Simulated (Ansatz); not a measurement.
## Pt (Fm-3m, 1 atom in the cell): converging a phonon calculation

Aim: how dense must the meshes and how high the cutoff be for the phonons of Pt (Fm-3m, 1 atom in the cell)?

Method: DFT PBEsol, scalar-relativistic, plane waves, PAW, in Ansatz 0.2.0.

## 1. The structure

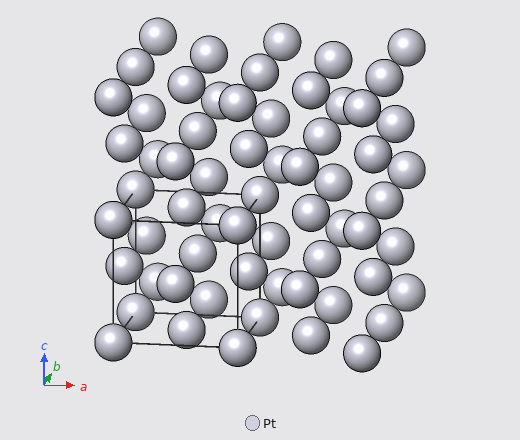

The cell as given, slightly off an axis (platinum light grey). 2×2×2 cells are drawn. This picture shows the conventional cell, with its axes. Some periodic images of atoms are drawn too.

As a file:

```cif
data_structure
_symmetry_space_group_name_H-M 'Fm-3m'
_symmetry_Int_Tables_number 225
_cell_length_a 3.9181
_cell_length_b 3.9181
_cell_length_c 3.9181
_cell_angle_alpha 90.000
_cell_angle_beta 90.000
_cell_angle_gamma 90.000
_cell_volume 60.15
loop_
_atom_site_label
_atom_site_type_symbol
_atom_site_symmetry_multiplicity
_atom_site_Wyckoff_symbol
_atom_site_fract_x
_atom_site_fract_y
_atom_site_fract_z
_atom_site_occupancy
Pt1 Pt 4 a 0.00000 0.00000 0.00000 1
```

## 2. Tight relaxation

Phonons need a cell at rest on their own settings, so the relaxation is repeated with tight tolerances on forces and stress on the k mesh and occupations of the first response run.

input.yaml reads:

```yaml
crystal:
  lattice:
    - [0.0, 1.9590400303, 1.9590400303]
    - [1.9590400303, 0.0, 1.9590400303]
    - [1.9590400303, 1.9590400303, 0.0]
  atoms:
    - { symbol: Pt, position: [0.0, 0.0, 0.0] }
kpoints:
  mp_grid: { grid: [20, 20, 20] }
hamiltonian:
  xc: pbesol
scf:
  occupations: { method: methfessel_paxton, width: 0.2 }
output:
  forces: true
  stress: true
  eigenvalues: true
relax:
  adjacent_minimum: "off"
  f_tol: 0.001
  max_steps: 60
  cell: { stress_tol: 0.01 }
```

Run with:

```sh
$ ansatz run input.yaml --threads 4 --pin off --max-ram 7168MiB --backend cpu --events-out ev --progress --plain --runs-dir out
```

Numbers of over 12 decimals in the logs are rounded to 6 here.

The program printed:

```text
Engine: ansatz 0.2.0, aarch64-unknown-linux-gnu
Pseudopotentials: kind: paw
Pseudopotential: Pt, paw, valence charge 18, recommended cutoff 420 eV (normal), Pt.paw.azcp
Functional definition: PBEsol
  exchange = pbesol_x
  correlation = pbesol_c
Crystal: 1 atoms, lattice volume = 15.037 Å³
[...]
--- Relaxed structure (3 steps of the walk, 2 accepted, 1 SCFs on fresh bases) ---
  F+E_penalty+E_count = -12383.82077629 eV   max|allowed force component| = 0.000e0 eV/Å   (the final SCF, on the basis selected at the relaxed cell)
  cell:  # Å, volume = 15.0336 Å³
    - [0.0, 1.958893, 1.958893]
    - [1.958893, 0, 1.958893]
    - [1.958893, 1.958893, 0]
  atoms:
    - { symbol: Pt, position: [0.0, 0.0, 0.0] }
[key lines of the parts left out:]
SCF converged after 5 iterations
Free energy (F): -12383.820776 eV
Fermi energy:    23.332903 eV
P = ⅓ Tr σ = -0.0001 GPa (-0.001 kbar)
```

It took 3.5 s on 4 threads of Arm Neoverse V1, shared host; peak memory 0.34 GiB; 12 s of CPU time.

Little changed from the start: no atom moved by 0.005 Å and no cell edge by 0.1 %.

Numbers from this step:

```
pressure          : -9.36e-5 GPa
volume per atom   : 15.03 Å³
gap on the k-mesh : 0 eV
```

The forces vanish by symmetry and the pressure is 0.000 GPa, within the tolerances set. The cell now holds 15.03 Å³/atom.

## 3. The dispersion

Stability and thermal properties need the whole zone. Linear response on a 4×4×4 q mesh gives force constants as far as a supercell of that size would.

input.yaml reads:

```yaml
crystal:
  lattice:
    - [0.0, 1.9588930606, 1.9588930606]
    - [1.9588930606, 0.0, 1.9588930606]
    - [1.9588930606, 1.9588930606, 0.0]
  atoms:
    - { symbol: Pt, position: [0.0, 0.0, 0.0] }
kpoints:
  mp_grid: { grid: [20, 20, 20] }
hamiltonian:
  xc: pbesol
scf:
  occupations: { method: methfessel_paxton, width: 0.2 }
output:
  eigenvalues: true
phonons:
  method: dfpt
  qmesh: [4, 4, 4]
  temperatures: { t_max: 1000, t_step: 50 }
  qpath:
    path:
      - [[0.0, 0.0, 0.0], [0.5, 0.0, 0.5], [0.625, 0.25, 0.625]]
      - [[0.375, 0.375, 0.75], [0.0, 0.0, 0.0], [0.5, 0.5, 0.5], [0.5, 0.25, 0.75], [0.5, 0.0, 0.5]]
    npoints: 10
```

The program printed:

```text
[...]
Crystal: 1 atoms, lattice volume = 15.034 Å³
Basis set: ecut = 420 eV, 283 PW (Γ), exchange–correlation on 40×40×40 points (8 copies of the dense FFT grid, shifted against one another)
Bands: 13, of which v1, the nominal top of the filled ones, is band 9 counted from 1 (8 counted from 0)
Symmetry: 48 space group operations
k-points: 256 of 8000
[...]
SCF iter   1: F=—  HF=-12383.822182 eV  |F-HF|=—  |Δ(HF+E_count)|=         —  Δρ=6.57e-3  dr2=4.97e-3  ethr=1.77e-3  ⟨swp⟩=4.9  Hψ=16829  notcnv=0
[...]
SCF iter   7: F=-12383.820776 eV  HF=-12383.820776 eV  |F-HF|=0.00e0  |Δ(HF+E_count)|=  3.64e-12  S|Δr|=    0.00e0  Δρ=4.50e-8  dr2=2.25e-13  ethr=1.00e-12  ⟨swp⟩=5.0  Hψ=12526  notcnv=0
SCF 1 converged in 7 iterations: F = -12383.820776 eV  dr2 = 2.25e-13
[...]
NSCF: frozen V_eff on 256 k-points
[...]
DFPT response loops at q = (0, 0, 0) (fractional): preconditioner auto → Kerker (q_TF=auto, 2.811 Å⁻¹) (partly filled bands, converged f_vac=0.000); β = 1.00, the filter's whole step (`scf.mixing.beta` (0.50) is not read by the response loops under this deck's `scf.mixing.preconditioner`; to damp them name `kerker` or `kerker_dos`, under which they read `scf.mixing.beta`, and type it under 1.00, their step now; both keys bind the ground state too); Broyden in place of MSR1
[...]
SCF converged after 7 iterations
[...]
Free energy (F): -12383.820776 eV
[...]
Internal energy: -12383.819643 eV  (E = F + TS)
E sigma→0 (E₀):  -12383.820493 eV
Entropy (-TS):   -0.001133 eV (-1.133 meV/atom)
Fermi energy:    23.332903 eV
[...]
--- Band table (eV; the first three rows and the last of 256) ---
  k-point 0: bands = [... 5 lower, 19.4910, 19.4910, 19.4910, 21.6864, 21.6864, 37.8794, 42.8307, 42.8307]
  k-point 1: bands = [... 5 lower, 19.4446, 19.5321, 19.5321, 21.6628, 21.6628, 38.0378, 42.2767, 42.9852]
  k-point 2: bands = [... 5 lower, 19.3216, 19.6430, 19.6430, 21.6081, 21.6081, 38.4788, 41.0699, 43.4375]
  k-point 255: bands = [... 5 lower, 18.7112, 18.7112, 21.2992, 23.8320, 30.4200, 31.5757, 31.5757, 35.3629]
--- Phonons (Γ-DFPT): 1 representative perturbation + reference (Σ response iterations 3) ---
  ASR residual: 5.643e-5 → 0.000e0 eV/Å²; symmetrization residual: 1.364e-12 eV/Å²
  ASR residual per site (eV/Å²): 5.64e-5
  Γ frequencies (cm⁻¹): 0.00 0.00 0.00
--- Phonons (arbitrary-q DFPT): 8 irreducible q on the 4×4×4 mesh ---
  q = [0.0000, 0.0000, 0.0000] (star 1, of the zone-centre solve; hermiticity 7.81e-9, symmetrization 2.42e-8): -0.00 -0.00 0.00
  q = [0.0000, 0.0000, 0.2500] (star 8, 1 solved perturbation on 4200 of 8000 k-point pairs; hermiticity 3.13e-13, symmetrization 5.34e-13): 55.29 55.29 134.99
[...]
q = [0.0000, 0.2500, 0.2500] (star 6, 2 solved perturbations in 3420 linear systems a pass and spin channel, the states on 2210 of 8000 k-point pairs; hermiticity 5.46e-14, symmetrization 5.55e-14): 80.94 80.94 139.23
[...]
sum rule: each row above includes the acoustic sum rule's correction from the zone centre's row sums; it moved no ω² by more than (0.28 cm⁻¹)²
  mesh force constants: q→R imaginary residual 0.00e0; ASR residual 5.643e-5 → 0.000e0 eV/Å²; symmetrization residual 5.329e-15 eV/Å²
  interpolated dispersion: 62 rows × 3 modes
  density of states and harmonic sums: on the 28×28×28 q-mesh, interpolated from the force constants of a 4×4×4 supercell (no non-analytic term)
  largest difference from the sums on the solved wave vectors: F 1.45e-2 eV, S 1.85e-5 and C_V 4.18e-6 eV/K
  zero-point energy: 0.022717 eV/cell   skipped modes (ω ≤ 0): 3   left out of the sums: 4.56e-5 of the cell's modes: C_V's classical limit lies that fraction below 3 k_B per atom; for a crystal, a wire or a layer, F and S can be off by more, and a phonons.interpolated_qmesh denser along its periods is the remedy for the sampling
```

Elapsed: 2.7 min, on 4 threads; peak memory 3.7 GiB; 10 min of CPU time.

Numbers from this step:

```yaml
sum_rule_residual_before_enforcement: 5.64e-5 eV/Å²
lowest_frequency_on_the_path: 0 cm⁻¹
highest_frequency_on_the_path_or_at_a_solved_wavevector: 198.5 cm⁻¹
mean_frequency: 122.2 cm⁻¹
debye_temperature_second_moment: 240 K
logarithmic_mean_frequency: 113.9 cm⁻¹
lowest_mode_on_the_q_mesh_acoustic_modes_at_gamma_apart: 55.29 cm⁻¹
zero_point_energy_per_atom: 22.72 meV
heat_capacity_at_300_k: 24.17 J/(mol atoms K)
vibrational_entropy_at_300_k: 40.43 J/(mol atoms K)
```

Frequencies (cm⁻¹) solved at each irreducible wavevector; negative means imaginary. Frequencies by wavevector, by row:

```csv
q in reciprocal lattice units,star,mode 1,mode 2,mode 3
0 0 0,1,0,0,0
0 0 0.25,8,55.3,55.3,135
0 0 -0.5,4,96.5,96.5,198.5
0 0.25 0.25,6,80.9,80.9,139.2
0 0.25 -0.5,24,110.5,118,181.1
0 0.25 -0.25,12,75.9,115.4,167.9
0 -0.5 -0.5,3,129.7,129.7,193.7
0.25 -0.5 -0.25,6,114.2,157.3,157.3
```

Interpolated from a 4×4×4 q mesh. Phonon branches along the path, in cm⁻¹:

```csv
point,branch 1,branch 2,branch 3
Γ,0,0,0
X,130,130,194
U,117,145,171
jump to K,117,145,171
Γ,0,0,0
L,96,96,198
W,114,157,157
X,130,130,194
```

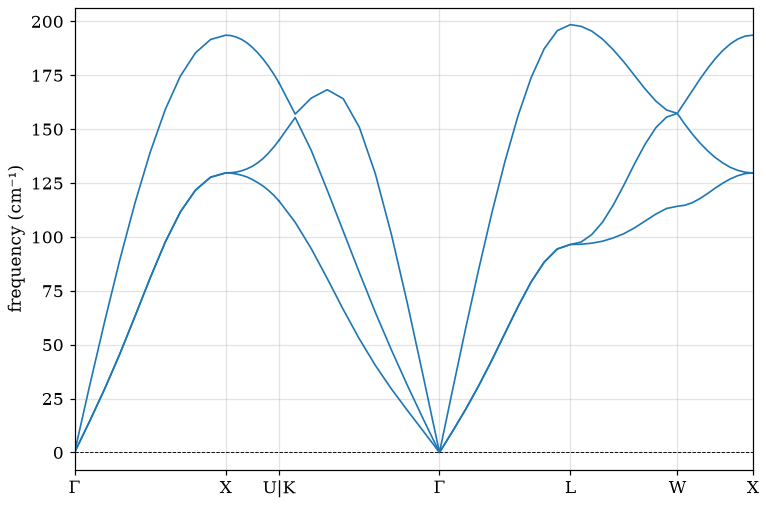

Phonon branches along the path.

Symmetry leaves 8 wavevectors to solve. The lowest mode among them, the acoustic zeros apart, lies at q = (0, 0, 0.25) and is real, 55.3 cm⁻¹.

## 4. Another q mesh, q mesh 2×2×2

The q mesh is changed to 2×2×2, to see how far the force constants must reach.

Edit input.yaml of step 3 so:

```diff
@@ -17,3 +17,3 @@
   method: dfpt
-  qmesh: [4, 4, 4]
+  qmesh: [2, 2, 2]
   temperatures: { t_max: 1000, t_step: 50 }
```

The program printed:

```text
[...]
Crystal: 1 atoms, lattice volume = 15.034 Å³
Basis set: ecut = 420 eV, 283 PW (Γ), exchange–correlation on 40×40×40 points (8 copies of the dense FFT grid, shifted against one another)
Bands: 13, of which v1, the nominal top of the filled ones, is band 9 counted from 1 (8 counted from 0)
Symmetry: 48 space group operations
k-points: 256 of 8000
[...]
SCF iter   1: F=—  HF=-12383.822182 eV  |F-HF|=—  |Δ(HF+E_count)|=         —  Δρ=6.57e-3  dr2=4.97e-3  ethr=1.77e-3  ⟨swp⟩=4.9  Hψ=16829  notcnv=0
[...]
SCF iter   7: F=-12383.820776 eV  HF=-12383.820776 eV  |F-HF|=0.00e0  |Δ(HF+E_count)|=  3.64e-12  S|Δr|=    0.00e0  Δρ=4.50e-8  dr2=2.25e-13  ethr=1.00e-12  ⟨swp⟩=5.0  Hψ=12526  notcnv=0
SCF 1 converged in 7 iterations: F = -12383.820776 eV  dr2 = 2.25e-13
[...]
SCF converged after 7 iterations
[...]
Free energy (F): -12383.820776 eV
[...]
Internal energy: -12383.819643 eV  (E = F + TS)
E sigma→0 (E₀):  -12383.820493 eV
Entropy (-TS):   -0.001133 eV (-1.133 meV/atom)
Fermi energy:    23.332903 eV
[...]
--- Band table (eV; the first three rows and the last of 256) ---
  k-point 0: bands = [... 5 lower, 19.4910, 19.4910, 19.4910, 21.6864, 21.6864, 37.8794, 42.8307, 42.8307]
  k-point 1: bands = [... 5 lower, 19.4446, 19.5321, 19.5321, 21.6628, 21.6628, 38.0378, 42.2767, 42.9852]
  k-point 2: bands = [... 5 lower, 19.3216, 19.6430, 19.6430, 21.6081, 21.6081, 38.4788, 41.0699, 43.4375]
  k-point 255: bands = [... 5 lower, 18.7112, 18.7112, 21.2992, 23.8320, 30.4200, 31.5757, 31.5757, 35.3629]
[...]
ASR residual: 5.643e-5 → 0.000e0 eV/Å²; symmetrization residual: 1.364e-12 eV/Å²
  ASR residual per site (eV/Å²): 5.64e-5
  Γ frequencies (cm⁻¹): 0.00 0.00 0.00
--- Phonons (arbitrary-q DFPT): 3 irreducible q on the 2×2×2 mesh ---
[...]
interpolated dispersion: 62 rows × 3 modes
[...]
```

Wall time 25 s (4 threads); peak memory 1.2 GiB.

This step gave:

```
mean frequency                                        : 131 cm⁻¹
lowest mode on the q mesh (acoustic modes at Γ apart) : 96.48 cm⁻¹
```

Frequencies (cm⁻¹) solved at each irreducible wavevector; negative means imaginary. Frequencies by wavevector, by row:

| q in reciprocal lattice units | star | mode 1 | mode 2 | mode 3 |
| --- | --- | --- | --- | --- |
| 0 0 0 | 1 | 0 | 0 | 0 |
| 0 0 -0.5 | 4 | 96.5 | 96.5 | 198.5 |
| 0 -0.5 -0.5 | 3 | 129.7 | 129.7 | 193.7 |

Interpolated from a 2×2×2 q mesh, rough between the solved points. The phonon branches at the labelled points (cm⁻¹):

```csv
point,branch 1,branch 2,branch 3
Γ,0,0,0
X,130,130,194
U,121,157,179
jump to K,121,157,179
Γ,0,0,0
L,96,96,198
W,132,166,166
X,130,130,194
```

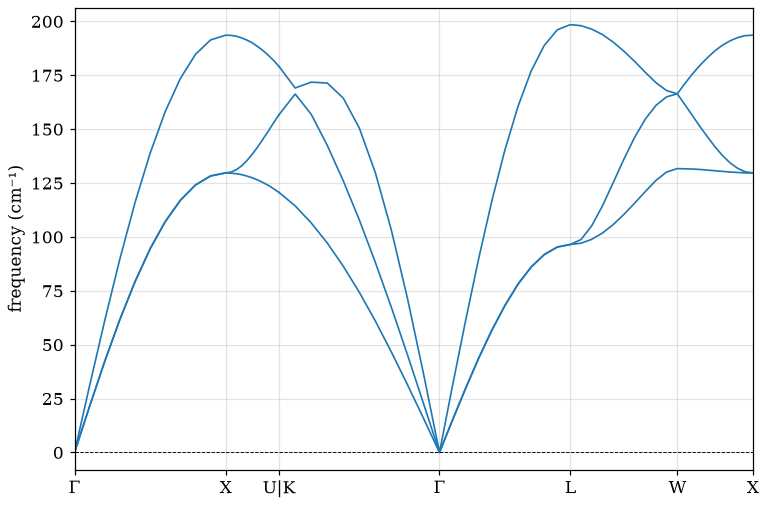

Phonon branches along the path.

The mean frequency is 131.0 cm⁻¹, +8.8 cm⁻¹ against the base run.

The highest branch reaches 198 cm⁻¹ on this path, at L. No branch goes imaginary on this path.

## 5. Another q mesh, k-mesh 21×21×21, q mesh 3×3×3

The q mesh is changed to 3×3×3, to see how far the force constants must reach; the k mesh is 21×21×21, against 20×20×20 in the base run, so that the q mesh divides it.

Edit input.yaml of step 4 so:

```diff
@@ -8,3 +8,3 @@
 kpoints:
-  mp_grid: { grid: [20, 20, 20] }
+  mp_grid: { grid: [21, 21, 21] }
 hamiltonian:
@@ -17,3 +17,3 @@
   method: dfpt
-  qmesh: [2, 2, 2]
+  qmesh: [3, 3, 3]
   temperatures: { t_max: 1000, t_step: 50 }
```

The program printed:

```text
[...]
Crystal: 1 atoms, lattice volume = 15.034 Å³
Basis set: ecut = 420 eV, 283 PW (Γ), exchange–correlation on 40×40×40 points (8 copies of the dense FFT grid, shifted against one another)
Bands: 13, of which v1, the nominal top of the filled ones, is band 9 counted from 1 (8 counted from 0)
Symmetry: 48 space group operations
k-points: 286 of 9261
[...]
k-point 285: bands = [... 5 lower, 18.5220, 18.8753, 21.3264, 23.7813, 30.0408, 31.5681, 31.9329, 35.4920]
[...]
ASR residual: 6.082e-5 → 0.000e0 eV/Å²; symmetrization residual: 3.638e-12 eV/Å²
  ASR residual per site (eV/Å²): 6.08e-5
  Γ frequencies (cm⁻¹): 0.00 0.00 0.00
--- Phonons (arbitrary-q DFPT): 4 irreducible q on the 3×3×3 mesh ---
[...]
interpolated dispersion: 62 rows × 3 modes
[...]
[key lines of the parts left out:]
SCF converged after 7 iterations
Free energy (F): -12383.819369 eV
Fermi energy:    23.317705 eV
```

Wall time 80 s (4 threads); peak memory 2.4 GiB.

The mean frequency is 124.6 cm⁻¹, +2.4 cm⁻¹ against the base run, whose k mesh differs too.

## 6. Another q mesh, k-mesh 24×24×24, q mesh 6×6×6

The q mesh is changed to 6×6×6, to see how far the force constants must reach; the k mesh is 24×24×24, against 20×20×20 in the base run, so that the q mesh divides it.

Edit input.yaml of step 5 so:

```diff
@@ -8,3 +8,3 @@
 kpoints:
-  mp_grid: { grid: [21, 21, 21] }
+  mp_grid: { grid: [24, 24, 24] }
 hamiltonian:
@@ -17,3 +17,3 @@
   method: dfpt
-  qmesh: [3, 3, 3]
+  qmesh: [6, 6, 6]
   temperatures: { t_max: 1000, t_step: 50 }
```

The program printed:

```text
[...]
Crystal: 1 atoms, lattice volume = 15.034 Å³
Basis set: ecut = 420 eV, 283 PW (Γ), exchange–correlation on 40×40×40 points (8 copies of the dense FFT grid, shifted against one another)
Bands: 13, of which v1, the nominal top of the filled ones, is band 9 counted from 1 (8 counted from 0)
Symmetry: 48 space group operations
k-points: 413 of 13824
[...]
ASR residual: 6.228e-5 → 0.000e0 eV/Å²; symmetrization residual: 4.244e-12 eV/Å²
  ASR residual per site (eV/Å²): 6.23e-5
  Γ frequencies (cm⁻¹): 0.00 0.00 0.00
--- Phonons (arbitrary-q DFPT): 16 irreducible q on the 6×6×6 mesh ---
[...]
q = [0.1667, 0.3333, -0.5000] (star 24, 3 solved perturbations on 7200 of 13824 k-point pairs; hermiticity 5.59e-7, symmetrization 5.59e-14): 88.00 119.25 172.70
[...]
interpolated dispersion: 62 rows × 3 modes
[...]
[key lines of the parts left out:]
SCF converged after 7 iterations
Free energy (F): -12383.820512 eV
Fermi energy:    23.318395 eV
```

Elapsed: 21 min, on 4 threads; peak memory 4.4 GiB; 81 min of CPU time.

The mean frequency is 121.8 cm⁻¹, -0.4 cm⁻¹ against the base run, whose k mesh differs too.

## 7. The series together

Times are for 4 threads of Arm Neoverse V1, shared host. The series side by side:

```
no.  q mesh    k-mesh  mean frequency (cm⁻¹)  lowest frequency on the path (cm⁻¹)    time  memory (GiB)
  1   2×2×2  20×20×20                    131                                    0    25 s           1.2
  2   3×3×3  21×21×21                  124.6                                    0    80 s           2.4
  3   6×6×6  24×24×24                  121.8                                    0  21 min           4.4
```

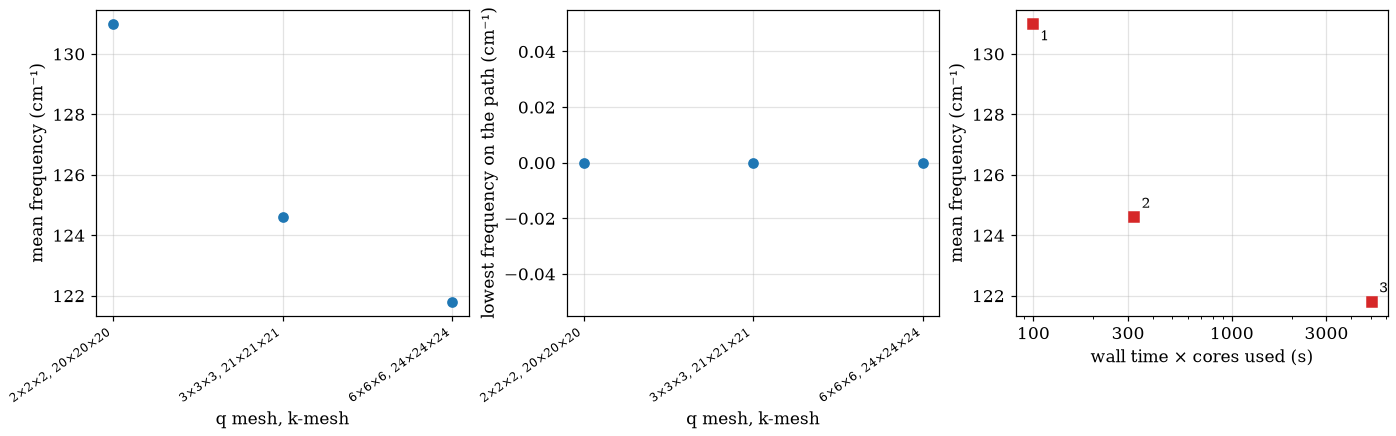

The series as plots; the last panel sets the first result against cost, with the runs numbered as in the table.

The runs together. The phonon density of states by wavenumber; read off at these points; values in 1/cm⁻¹/cell:

```
wavenumber (cm⁻¹)  2×2×2, 20×20×20  3×3×3, 21×21×21  6×6×6, 24×24×24
             10.0           7.0e-5           8.0e-5           2.8e-4
             20.0           4.2e-4           4.6e-4          0.00147
             30.0           1.0e-3          0.00113          0.00409
             40.0          0.00187          0.00215          0.00597
             50.0           0.0031          0.00368           0.0074
             60.0          0.00485          0.00598          0.00909
             70.0           0.0073          0.00954           0.0114
             80.0           0.0110           0.0160           0.0151
             90.0           0.0173           0.0290           0.0224
             97.0           0.0292           0.0309           0.0388
            100.0           0.0303           0.0317           0.0358
            110.0           0.0325           0.0339           0.0297
            120.0           0.0345           0.0357           0.0242
            127.0           0.0357           0.0209           0.0224
            130.0           0.0292           0.0185           0.0217
            140.0           0.0187           0.0169           0.0163
            150.0           0.0179           0.0135           0.0119
            160.0           0.0153           0.0119          0.00939
            170.0           0.0181           0.0397           0.0305
            175.0           0.0352           0.0442           0.0358
            180.0           0.0429           0.0238           0.0341
            190.0           0.0167           0.0054           0.0120
```

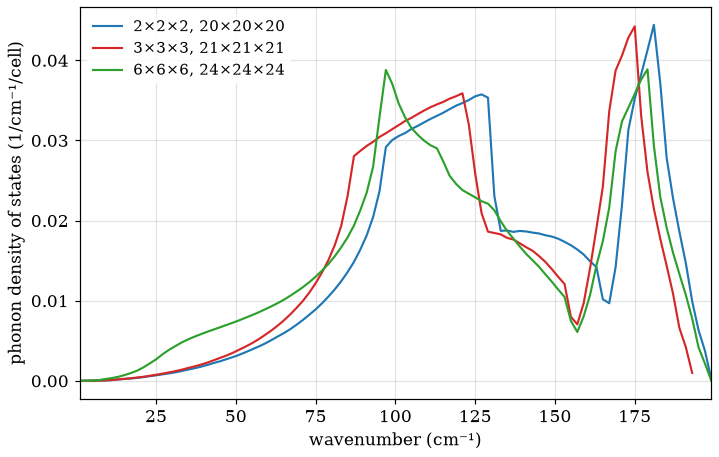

Phonon density of states against wavenumber.

The runs together, line C_V. The C_V by temperature; values in J/mol-atom/K:

```csv
temperature (K),"2×2×2, 20×20×20","3×3×3, 21×21×21","6×6×6, 24×24×24"
0,0,0,0
50,9.30,10.1,10.6
100,18.6,19.0,19.2
150,21.7,22.0,22.1
200,23.1,23.2,23.3
250,23.7,23.8,23.8
300,24.1,24.2,24.2
350,24.3,24.4,24.4
400,24.5,24.5,24.5
450,24.6,24.6,24.6
500,24.6,24.7,24.7
550,24.7,24.7,24.7
600,24.7,24.7,24.7
650,24.8,24.8,24.8
700,24.8,24.8,24.8
750,24.8,24.8,24.8
800,24.8,24.8,24.8
850,24.8,24.8,24.8
900,24.8,24.9,24.9
950,24.9,24.9,24.9
1000,24.9,24.9,24.9
```

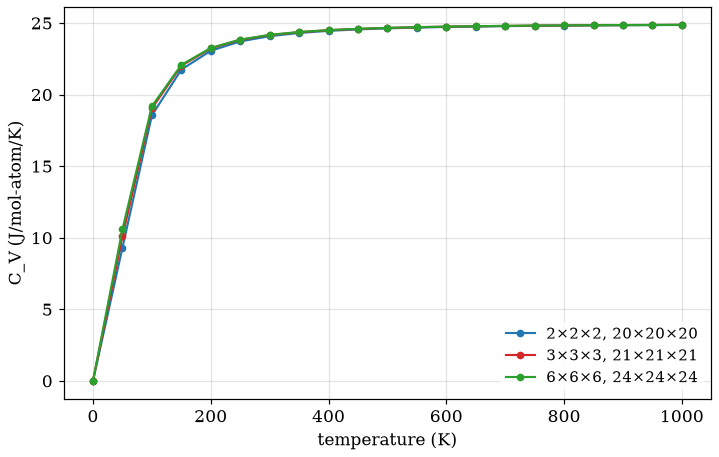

C_V, plotted against temperature.

[end of part 1 of 3]

[Logs are printed without paths, hosts, clocks, repeated set-up lines and the standing remarks that a program may print on its own settings, such as how far it seeks lower states.]

[Hosts, paths, dates, database ids (printed as entryN), source tags and the programs' standing remarks are cut or masked in the printed files.]
